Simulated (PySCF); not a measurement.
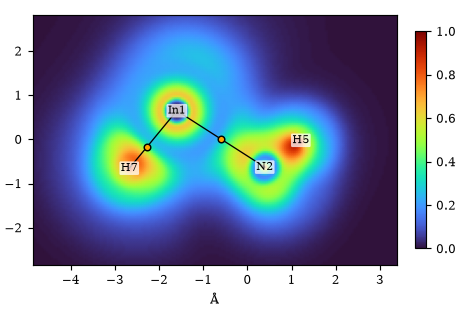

Figure. In(NH3)H3 (H6InN). Localised orbital locator (LOL) in the plane of In1, N2, H5 and H7, with bond paths and bond critical points (dots).

Level of theory: BP86/def2-SVP (PySCF), at a geometry from GFN2-xTB. Core potentials replace the inner electrons of In; spin–orbit coupling isn't included. No frequency check shows the geometry to be a minimum. GFN2-xTB bond lengths at metals and heavier atoms can be off by up to 0.1 Å and shapes distorted, which carries into these values.

Cartesian coordinates (Å):

```
In1     -0.3889    0.0000    0.0000
N2       1.9757    0.0002    0.0000
H3       2.3369    0.4575    0.8338
H4       2.3369    0.4926   -0.8135
H5       2.3367   -0.9516   -0.0203
H6      -0.5948   -0.7681   -1.4893
H7      -0.5943    1.6739    0.0794
H8      -0.5948   -0.9056    1.4099
```

**What values does LOL take at the bond critical points in this plane?**

In1–H7: about 0.44; In1–N2: about 0.28. Values above 0.5 mark slow, localised electrons, as in shared pairs; low values at a critical point mark a polar or closed-shell contact whose critical point lies between the shells.

**Where along In1–H7 does the critical point lie?**

1.08 Å from In1 and 0.61 Å from H7.

Cost of the run: 21 s on 1 thread of Intel(R) Xeon(R) Processor @ 2.50GHz (Skylake/Cascade Lake) (shared host), peak memory 0.3 GiB.
